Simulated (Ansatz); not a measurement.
```yaml
atoms:
  - { symbol: Ge, position_ang: [-0.0045, 0.0032, -0.2334] }
  - { symbol: Cl, position_ang: [-0.0221, 0.0145, 1.9087] }
  - { symbol: Cl, position_ang: [2.0234, 0.0000, -0.9614] }
  - { symbol: Cl, position_ang: [-1.0102, 1.7506, -0.9933] }
  - { symbol: Cl, position_ang: [-1.0089, -1.7524, -0.9761] }
  - { symbol: N, position_ang: [-0.0088, 0.0059, 4.9136] }
  - { symbol: H, position_ang: [-0.4217, -0.6894, 5.5767] }
  - { symbol: H, position_ang: [0.4551, 0.6676, 5.5775] }
```

The calculation used Ansatz, UKS PBE/def2-SVP.

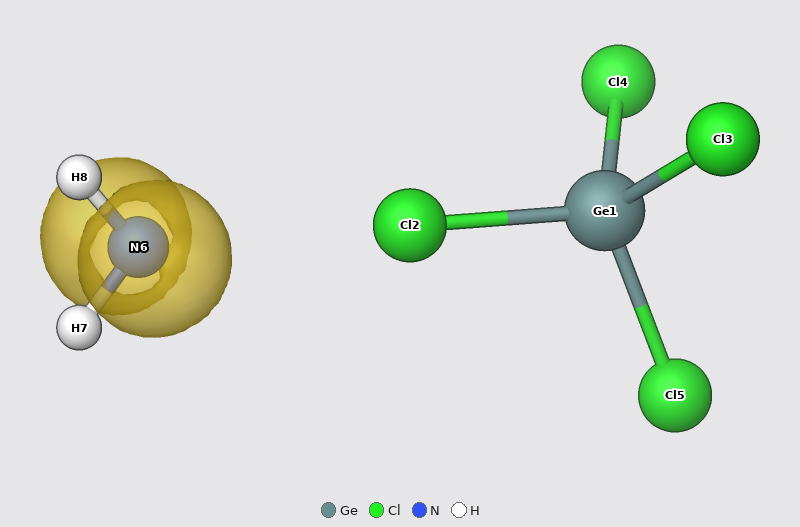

Cl$_{4}$Ge···NH$_{2}$ (doublet). Isosurfaces of the spin density (α minus β) at +0.05 (yellow) and −0.05 e/Å³ (cyan), seen at a tilt.

### Where is the unpaired spin?

The unpaired spin (1 electron) lies mostly on N6 (about 0.9), in electrons by Hirshfeld's partition.
